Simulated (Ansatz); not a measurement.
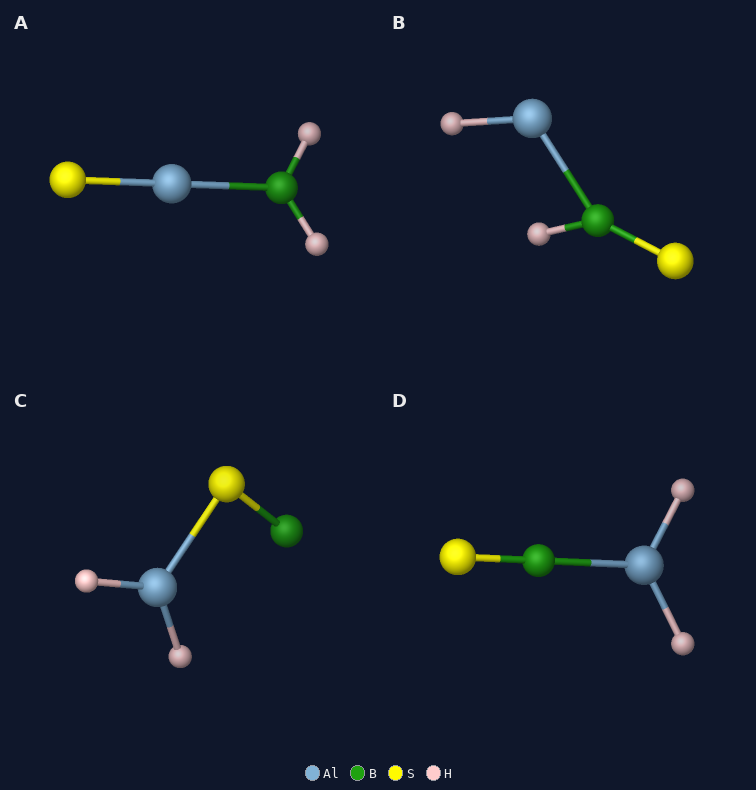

4 stationary structures of one formula. Geometries: PBE0-D4/def2-TZVP. Electronic energies: RHF-CCSD(T) (frozen core)/def2-TZVPP (Ansatz 0.2.0), without zero-point energy. No frequency run is at hand to confirm each as a minimum.

Which structure is the most stable?

D is lowest; A lies 12.2 kcal/mol above it, B lies 29.4 kcal/mol above it, C lies 32.9 kcal/mol above it (Cs).
